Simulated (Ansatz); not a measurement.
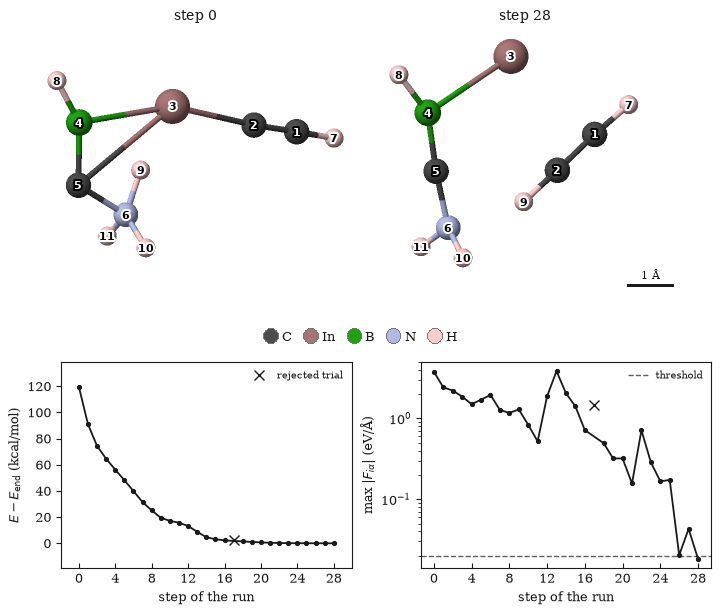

First and last geometry of a relaxation of C3H5BInN, with the history of the run. Style: ball-and-stick. Shown at a tilt.

The run prepares an end point of a later path (hydrogen shift) calculation, from a guessed geometry.

Level of theory: RKS PBE0-D4/def2-SVP in Ansatz.

Input
```yaml
crystal:
  periodic: [false, false, false]
  atoms:
    - { symbol: C, position_ang: [0.62117, 1.36851, -3.49871] }
    - { symbol: C, position_ang: [0.09398, 1.14304, -2.43335] }
    - { symbol: In, position_ang: [-1.0287, 0.67485, -0.53021] }
    - { symbol: B, position_ang: [-1.53426, -0.23272, 1.67011] }
    - { symbol: C, position_ang: [-0.24291, -0.77492, 1.84392] }
    - { symbol: "N", position_ang: [0.79257, -0.63359, 0.82003] }
    - { symbol: H, position_ang: [1.09447, 1.56565, -4.42538] }
    - { symbol: H, position_ang: [-2.60199, -0.05959, 2.08284] }
    - { symbol: H, position_ang: [0.00227, -0.12765, 0.37163] }
    - { symbol: H, position_ang: [1.61066, -0.16935, 1.21545] }
    - { symbol: H, position_ang: [1.11718, -1.55496, 0.52556] }
basis:
  gaussian: { orbitals: def2-SVP }
hamiltonian:
  xc: pbe0
  dispersion: d4
relax:
  f_tol: 0.02
  max_steps: 50
```

Run as
```bash
ansatz run input.yaml --threads 2 --pin off --max-ram 3072MiB --backend cpu --events-out ev --progress --plain --runs-dir out
```

> Did the run converge, and what did it change?

It converged. Over 27 accepted moves (28 points after the start) the energy falls by 119.6 kcal/mol. The largest force component goes from 3.8 to 0.018 eV/Å. The line search rejected the trial step at point 17 of the run. The largest move after the best rigid fit is that of H9, 1.69 Å. By element the largest moves are H 1.69 Å, C 1.16 Å, In 1.13 Å, B 0.54 Å, N 0.33 Å. Near-neighbour distances that change, for instance: C2–H9 3.081 → 1.088 Å, In3–H9 1.588 → 3.332 Å, In3–N6 2.618 → 4.044 Å, N6–H9 1.040 → 2.049 Å. New bonds form, among them: C2–H9 (3.08 → 1.09 Å). Bonds break, among them: C2–In3 (2.26 → 2.97 Å), N6–H9 (1.04 → 2.05 Å). Among the angles between lasting bonds that change: B4–C5–N6 121.6° → 175.4°, In3–B4–H8 117.3° → 103.3°, In3–B4–C5 93.7° → 106.8°.

```
step  E − E(0), kcal/mol  largest force component, eV/Å      note
   0                0.00                         3.7775          
   1              -28.64                         2.4317          
   2              -45.30                         2.2114          
   3              -55.06                         1.8640          
   4              -63.36                         1.5005          
   5              -71.44                         1.7073          
   6              -79.76                         1.9544          
   7              -88.18                         1.2747          
   8              -94.49                         1.1691          
   9             -100.18                         1.2932          
  10             -102.52                         0.8350          
  11             -103.91                         0.5203          
  12             -106.45                         1.8809          
  13             -110.87                         3.8515          
  14             -115.06                         2.0525          
  15             -116.52                         1.4093          
  16             -117.43                         0.7178          
  17             -116.98                         1.4725  rejected
  18             -118.23                         0.4935          
  19             -118.63                         0.3196          
  20             -118.97                         0.3198          
  21             -119.25                         0.1568          
  22             -119.41                         0.7135          
  23             -119.57                         0.2864          
  24             -119.60                         0.1667          
  25             -119.62                         0.1731          
  26             -119.64                         0.0203          
  27             -119.65                         0.0430          
  28             -119.65                         0.0182
```
